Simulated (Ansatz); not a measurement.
**GeSiH6O (SMILES [OH][GeH2][SiH3]) at BLYP/cc-pVDZ**

What is the electronic atomisation energy of GeSiH6O at BLYP/cc-pVDZ? 

Program for the calculation: Ansatz 0.2.0.

63 further runs of the same task are left out: 63 set aside as unsound or not needed. Runs told in other sessions of the task aren't counted.

**1. The molecule**

GeSiH6O has 9 atoms, charge 0, and is taken as a singlet. SMILES: `[OH][GeH2][SiH3]`. The shape is that of a PBE0-D4/def2-TZVP optimisation. This is one conformer, not always the lowest.

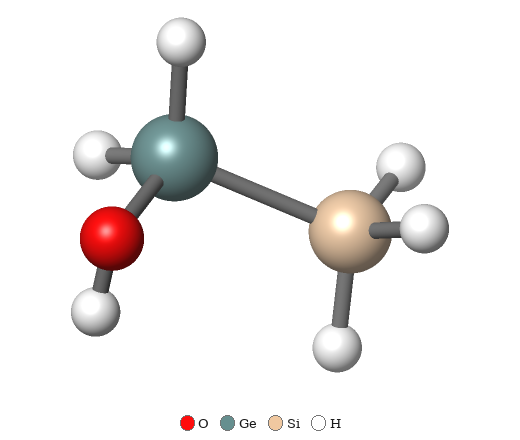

The structure, seen from a chosen angle (oxygen red, germanium teal, silicon light orange, hydrogen white).

**2. A single-point energy at BLYP/cc-pVDZ**

input.yaml reads:

```yaml
crystal:
  periodic: [false, false, false]
  atoms:
    - {symbol: O, position_ang: [-1.665400, 1.003200, -0.854800]}
    - {symbol: Ge, position_ang: [0.086300, 0.899600, -0.495500]}
    - {symbol: Si, position_ang: [0.525800, -1.010700, 0.870400]}
    - {symbol: H, position_ang: [-1.973400, 0.267900, -1.389000]}
    - {symbol: H, position_ang: [0.873700, 0.832100, -1.824400]}
    - {symbol: H, position_ang: [0.388100, 2.226700, 0.215900]}
    - {symbol: H, position_ang: [1.986000, -1.132800, 1.128400]}
    - {symbol: H, position_ang: [0.060100, -2.236200, 0.166300]}
    - {symbol: H, position_ang: [-0.192800, -0.896100, 2.165800]}
basis:
  gaussian:
    orbitals: cc-pVDZ
hamiltonian:
  xc: {name: BLYP}
accuracy: high
output:
  orbitals: {seedname: orbitals}
```

Started as:

```console
$ ansatz run input.yaml --threads 1 --pin off --max-ram 3480MiB --events-out events.jsonl --progress --plain --runs-dir runs
```

What it wrote:

```text
Warning: RAYON_NUM_THREADS=1 ignored (pool sized by the plan → 1); use --threads N
Functional definition: BLYP
  name "BLYP"
  parameter beta = 0.0042
  parameter a = 0.04918
  parameter b = 0.132
  parameter c = 0.2533
  parameter d = 0.349
  exchange = b88_x(beta = beta)
  correlation = lyp_c(a = a, b = b, c = c, d = d)
2066 factors; integrals over basis functions are off by at most 4.7e-9 eV
mean field evaluation 1: about -66534.0531 eV, gradient 5.8e1 eV
mean field evaluation 2: about -66478.6015 eV, gradient 1.6e2 eV
mean field evaluation 4: about -66540.2184 eV, gradient 7.3e0 eV
mean field evaluation 8: about -66540.4076 eV, gradient 4.1e-1 eV
mean field evaluation 16: about -66540.4079 eV, gradient 4.5e-5 eV
mean field -66540.40794734 eV, -2445.3148893565 hartree, gradient 1.6e-8 eV, S^2 0.000000; 0 other end points of the search recorded, 0 dependent functions left out
reference -66540.40800610 eV, -2445.3148915156 hartree; 30, 30 occupied and 59, 59 virtual orbitals, 2066 factors
Total energy: -66540.40800610 eV, -2445.3148915156 hartree
```

Wall time 9 s (1 thread of Arm Neoverse V1, shared host); peak memory 0.24 GiB.

**3. The Ge atom at the same level**

molecule.yaml reads:

```yaml
crystal:
  periodic: [false, false, false]
  atoms:
    - {symbol: Ge, position_ang: [0.000000, 0.000000, 0.000000]}
basis:
  gaussian:
    orbitals: cc-pVDZ
magnetization:
  spin_polarized: true
  initial_magnetization: 2
accuracy: high
hamiltonian:
  xc: {name: BLYP}
```

Run the same way, it converges to -2076.95291 Eh (log not shown).

**4. The H atom at the same level**

job.yaml reads:

```yaml
crystal:
  periodic: [false, false, false]
  atoms:
    - {symbol: H, position_ang: [0.000000, 0.000000, 0.000000]}
basis:
  gaussian:
    orbitals: cc-pVDZ
magnetization:
  spin_polarized: true
  initial_magnetization: 1
hamiltonian:
  xc: {name: BLYP}
accuracy: high
```

Run the same way, it converges to -0.49640 Eh (log not shown).

**5. The O atom**

run.yaml reads:

```yaml
basis:
  gaussian:
    orbitals: cc-pVDZ
crystal:
  periodic: [false, false, false]
  atoms:
    - {symbol: O, position_ang: [0.000000, 0.000000, 0.000000]}
hamiltonian:
  xc: {name: BLYP}
magnetization:
  spin_polarized: true
  initial_magnetization: 2
accuracy: high
```

Started as:

```console
$ ansatz run run.yaml --threads 1 --pin off --max-ram 3480MiB --events-out events.jsonl --progress --plain --runs-dir runs
```

What it wrote:

```text
Warning: RAYON_NUM_THREADS=1 ignored (pool sized by the plan → 1); use --threads N
Functional definition: BLYP
  name "BLYP"
  parameter beta = 0.0042
  parameter a = 0.04918
  parameter b = 0.132
  parameter c = 0.2533
  parameter d = 0.349
  exchange = b88_x(beta = beta)
  correlation = lyp_c(a = a, b = b, c = c, d = d)
96 factors; integrals over basis functions are off by at most 1.3e-9 eV
mean field evaluation 1: about -2042.1238 eV, gradient 7.7e0 eV
mean field evaluation 2: about -2042.1763 eV, gradient 6.6e0 eV
mean field evaluation 4: about -2042.3371 eV, gradient 4.0e-1 eV
mean field evaluation 8: about -2042.3376 eV, gradient 9.2e-4 eV
mean field evaluation 16: about -2042.3366 eV, gradient 8.9e-2 eV
mean field -2042.33761782 eV, -75.0545231086 hartree, gradient 1.4e-8 eV, S^2 2.001590; 1 other end points of the search recorded, 0 dependent functions left out
reference -2042.33763374 eV, -75.0545236937 hartree; 5, 3 occupied and 9, 11 virtual orbitals, 96 factors
Total energy: -2042.33763374 eV, -75.0545236937 hartree
```

Run time: 0.42 s. Hardware: 1 thread of Arm Neoverse V1, shared host.

**6. The Si atom at the same level**

input.yaml reads:

```yaml
crystal:
  periodic: [false, false, false]
  atoms:
    - {symbol: Si, position_ang: [0.000000, 0.000000, 0.000000]}
basis:
  gaussian:
    orbitals: cc-pVDZ
magnetization:
  spin_polarized: true
  initial_magnetization: 2
hamiltonian:
  xc: {name: BLYP}
accuracy: high
```

Run the same way, it converges to -289.37230 Eh (log not shown).

**7. Results**

Level: BLYP/cc-pVDZ.

| quantity | value |
| --- | --- |
| molecule: total energy | -2445.31489 Eh |
| molecule: HOMO energy | -6.04 eV |
| molecule: LUMO energy | -0.78 eV |
| molecule: HOMO–LUMO gap | 5.26 eV |
| Ge atom: total energy | -2076.95291 Eh |
| Ge atom: ⟨S²⟩ | 2.001 |
| H atom: total energy | -0.49640 Eh |
| H atom: ⟨S²⟩ | 0.750 |
| O atom: total energy | -75.05452 Eh |
| O atom: ⟨S²⟩ | 2.002 |
| Si atom: total energy | -289.37230 Eh |
| Si atom: ⟨S²⟩ | 2.002 |
| electronic atomisation energy | 26.034 eV |

What this shows: Taking the molecule apart into free atoms costs 26.03 eV (2512 kJ/mol), before zero-point energy and without spin-orbit coupling.
